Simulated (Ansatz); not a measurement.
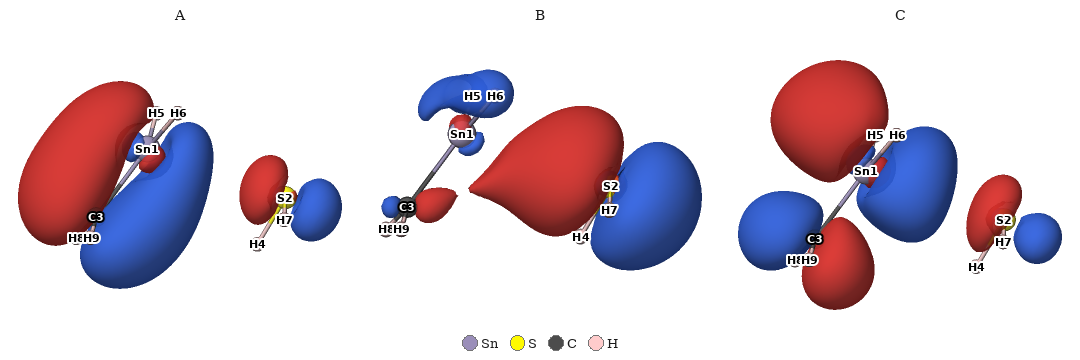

The picture shows: CH₄Sn···H₂S. Three frontier orbitals at ±0.08 Å⁻³ᐟ² (red and blue are the two phases), in no order.

The product side of a reaction path; geometry: PBE0-D4/def2-TZVP; core potentials replace the inner electrons of Sn.

These are results of RKS PBE0-D4/def2-TZVPP (Ansatz), not measurements.

```yaml
atoms:
  - { symbol: Sn, position_ang: [-0.9488, 0.6812, -0.0645] }
  - { symbol: S, position_ang: [1.6257, -0.4538, -1.9568] }
  - { symbol: C, position_ang: [-0.8561, -0.2006, 1.6738] }
  - { symbol: H, position_ang: [1.4973, -1.5407, -1.1799] }
  - { symbol: H, position_ang: [-1.9189, 0.1244, -1.3388] }
  - { symbol: H, position_ang: [-0.2690, 2.2061, -0.3662] }
  - { symbol: H, position_ang: [2.4529, 0.1365, -1.0802] }
  - { symbol: H, position_ang: [-1.3329, -1.1577, 1.8391] }
  - { symbol: H, position_ang: [-0.2503, 0.2046, 2.4733] }
```

Q: Order the three orbitals by energy and name them.

A: B is the HOMO−1 (−8.29 eV). Its weight (Hirshfeld) is mainly on S2 (about 80 %) and Sn1 (about 10 %); largely a lone pair of S2. A is the HOMO (−5.62 eV). By Hirshfeld shares it lies mainly on C3 (about 50 %), Sn1 (about 35 %) and S2 (about 5 %). C is the LUMO (−1.04 eV). Its weight (Hirshfeld) is mainly on Sn1 (about 55 %), C3 (about 25 %) and S2 (about 10 %).

Q: What is the HOMO–LUMO gap?

A: 4.58 eV between the orbital energies.
